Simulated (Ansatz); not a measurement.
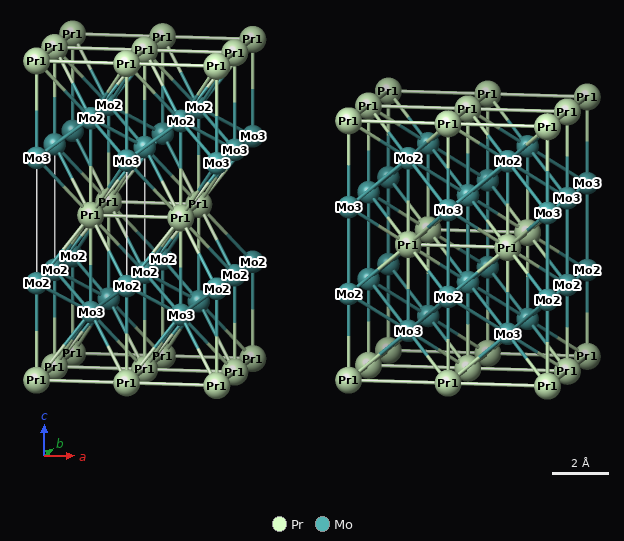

Two geometries of a crystal of PrMo2 (a generated structure, set up in I4/mmm) (coarse preliminary run), drawn at one scale. One is the start of a relaxation, the other its converged end. A ball-and-stick model of the conventional cell (2 times the calculation's cell), repeated 2 × 2 × 1 with one cell outlined, seen slightly off an axis. Lengths and directions refer to the drawn axes.

Method: DFT PBE, scalar-relativistic, plane waves, PAW; 4f electrons in the core of a trivalent norm-conserving potential (Ansatz). Settings: plane-wave cutoff 660 eV; k-point mesh 6 × 6 × 6; occupations gaussian; smearing width 0.1 eV; no spin polarisation; cell and atoms relaxed; force threshold 0.04 eV/Å; at most 70 steps.

Question: Which geometry has the lower energy?

Answer: The left one is the relaxed one. The largest moves relative to the cell, 0.34 Å, are those of Mo2 and Mo3. Mo3 goes along +c. Pr stays in place. The drawn cell changes as follows: a = b 3.635 → 3.292 Å (−9.4 %), c 9.405 → 11.575 Å (+23.1 %); the volume changes by +1.0 %. Near-neighbour distances that change, for instance: Mo2–Mo3 3.148 → 4.549 Å, Pr1–Mo2 3.129 → 3.513 Å, Mo2–Mo3 (another image) 3.004 → 2.637 Å, Pr1–Pr1 3.635 → 3.292 Å. The space group stays I4/mmm (No. 139). The energy falls by 521 meV per atom in 7 accepted moves (9 points after the start). Largest force component: 1.5 eV/Å at the start, 0.013 eV/Å at the end. The pressure goes from −4.09 to 0.15 GPa. At 2 points the geometry stayed and the basis and grid were re-selected for the new cell (energy shift of 3.1 meV per atom at most each time).
